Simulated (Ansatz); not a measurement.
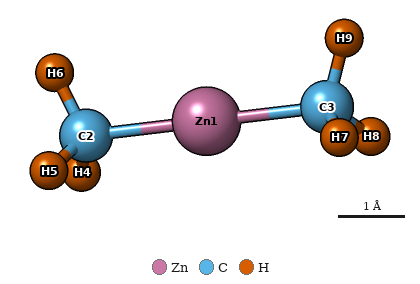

*The input geometry (ball-and-stick view, seen at a tilt; atoms are numbered from 1 in the order of the input). Sticks mark near contacts.*

Bond lengths as drawn: C–H 1.09 Å and C–Zn 1.94 Å.

# C2H6Zn: single-point calculation

System: C2H6Zn.
Method: RKS PBE-QIDH (frozen core with 3s3p of Cu, Zn)/def2-TZVPP (Ansatz 0.2.0).

The geometry comes from this level: PBE0-D4/def2-TZVP.

### The program's output
```
Functional definition: PBE-QIDH
  name "PBE-QIDH"
  cite "Brémond, Sancho-García, Pérez-Jiménez & Adamo, J. Chem. Phys. 141, 031101 (2014) doi:10.1063/1.4890314"
  cite "Perdew, Burke & Ernzerhof, Phys. Rev. Lett. 77, 3865 (1996) doi:10.1103/PhysRevLett.77.3865"
  parameter a = 3^(-1/3)
  parameter c = 1/3
  exchange = (1 - a)*pbe_x + a*exact_x
  correlation = (1 - c)*pbe_c + c*(mp2_os + mp2_ss)
1271 factors; integrals over basis functions are off by at most 1.2e-3 eV
mean field evaluation 1: about -50561.9678 eV, gradient 4.8e1 eV
mean field evaluation 2: about -50562.1336 eV, gradient 4.8e1 eV
mean field evaluation 4: about -50566.9558 eV, gradient 1.1e1 eV
mean field evaluation 8: about -50567.0347 eV, gradient 7.0e-2 eV
mean field evaluation 16: about -50567.0347 eV, gradient 8.6e-6 eV
mean field -50567.03472615 eV, -1858.3042506189 hartree, gradient 8.6e-6 eV, S^2 0.000000; 0 other end points of the search recorded, 0 dependent functions left out
11 core orbitals not correlated: weight in the atoms' cores, before any rotation towards them, 1.000 or more for the frozen orbitals, at most 0.000 for the correlated occupied ones
reference -50567.03473922 eV, -1858.3042510990 hartree; 13, 13 occupied and 186, 186 virtual orbitals, 1271 factors
second order -26.78988518 eV of doubles, -0.00000000 eV of singles
Total energy: -50575.96470094 eV, -1858.6324211395 hartree
```

This output came from the following input.

### Input
```yaml
crystal:
  periodic: [false, false, false]
  atoms:
    - {symbol: Zn, position_ang: [0.264698, -0.371045, -0.333835]}
    - {symbol: C, position_ang: [1.528133, 0.945350, 0.332609]}
    - {symbol: C, position_ang: [-0.994585, -1.689954, -1.003127]}
    - {symbol: H, position_ang: [2.534739, 0.751330, -0.047688]}
    - {symbol: H, position_ang: [1.244797, 1.955719, 0.025500]}
    - {symbol: H, position_ang: [1.575702, 0.929701, 1.424824]}
    - {symbol: H, position_ang: [-1.778018, -1.219061, -1.603061]}
    - {symbol: H, position_ang: [-0.491851, -2.429388, -1.632453]}
    - {symbol: H, position_ang: [-1.479411, -2.225259, -0.182262]}
basis:
  gaussian: {orbitals: def2-TZVPP}
hamiltonian: {xc: {name: PBE-QIDH}}
correlation: {frozen_orbitals: {C: 1, H: 0, Zn: 9}}
```

Launched with:
```bash
ansatz run in.yaml --threads 8 --pin off --events-out ev --progress --plain --max-ram 19148MiB
```

### Summary

- outcome: converged
- total energy: −50575.9647 eV
- mean-field energy: −50567.0347 eV
- SCF solution under orbital rotations: stable
- hardware: 8 threads of Arm Neoverse V1, 23 GiB of memory available, shared host
- wall time: 2.1 s (CPU time 14 s)
- peak memory: 0.52 GiB
